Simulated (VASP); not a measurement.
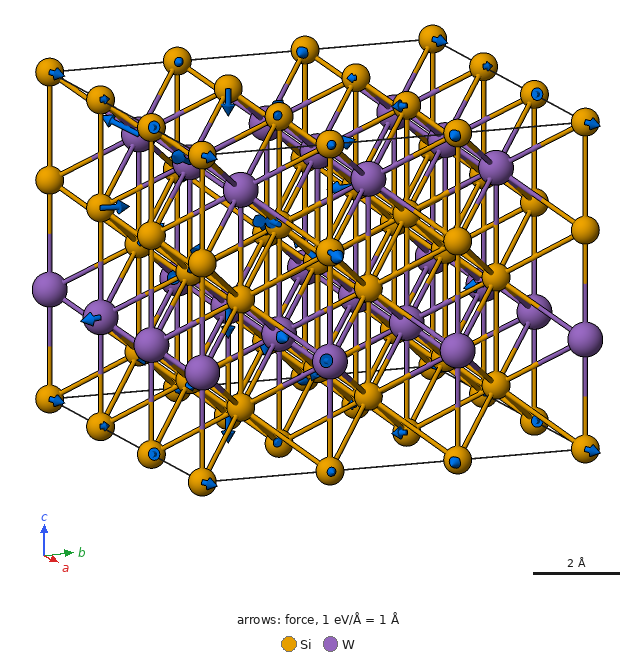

Starting geometry of a defect cell of composition Si35W18 with the computed forces as blue arrows. Style: ball-and-stick. Shown: the cell of the calculation (origin shifted), slightly off an axis.

The run lets the atoms move in a fixed cell.

Computed with Kohn-Sham DFT of a periodic cell, PBE, VASP PAW PBE potentials, recommended in VASP 6.6.1.

Input file:
```
  PREC = Accurate
  ENCUT = 520
  EDIFF = 1E-7
  ISMEAR = 1
  SIGMA = 0.1
  LREAL = False
  LASPH = True
  NELM = 60
  ALGO = Normal
  ISIF = 2
  LWAVE = False
  LCHARG = False
  GGA = PE
  IBRION = 2
  NSW = 40
  EDIFFG = -0.005
```

Run as
```bash
cat potpaw_PBE.64/Si/POTCAR potpaw_PBE.64/W_sv/POTCAR > POTCAR
mpirun -np 8 vasp_std > vasp.out
```

**Is this structure relaxed? If not, where do the atoms go?**

It isn't relaxed: the largest force vector, on W atoms, is 1.04 eV/Å. The final displacements follow the starting forces only in part (cosine between the two patterns 0.79). After 15 geometry steps the energy has fallen by 0.603 eV per cell of the calculation. The largest force component goes from 0.79 to 0.0026 eV/Å. The largest moves, 0.16 Å, are those of Si atoms. By element the largest moves are Si 0.16 Å, W 0.10 Å. The lattice vectors keep their values. Near-neighbour distances that change, for instance: Si–W 2.615 → 2.769 Å, Si–Si 2.631 → 2.726 Å, W–W 3.214 → 3.291 Å, Si–W 2.615 → 2.547 Å.

Limits of the set-up: the periodic images lie only 7.8 Å apart, so the values are limited by the cell's size.
